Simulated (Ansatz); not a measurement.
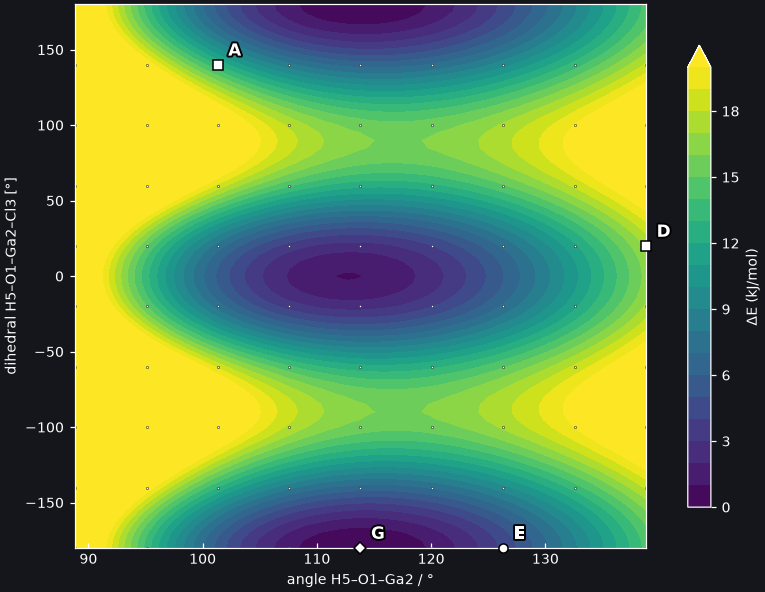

BrClGaHO, SMILES [OH][Ga]([Cl])[Br]. First axis: angle H5–O1–Ga2. Second axis: dihedral H5–O1–Ga2–Cl3. Nothing is relaxed (all other coordinates rigid). Grid: 9 × 9 points; 45 points were computed and 36 follow by symmetry. Points are written as (first, second). Energies: kJ/mol, counted from the relaxed molecule at the same level. Theory: RKS PBE0-D4/def2-SVP in Ansatz.

In the figure: filled contours, dots at the grid points, one colour for all values above the top of the scale, lettered points. Between grid points the surface is interpolated.

Q: Is A the lowest point of the computed grid?

A: No. A lies 12.9 kJ/mol above the lowest grid point, which is at (113.8°, −180°).

Q: Rank the lettered points by energy, lowest first.

A: G (0.0 kJ/mol), E (4.2 kJ/mol), A (12.9 kJ/mol), D (17.1 kJ/mol).
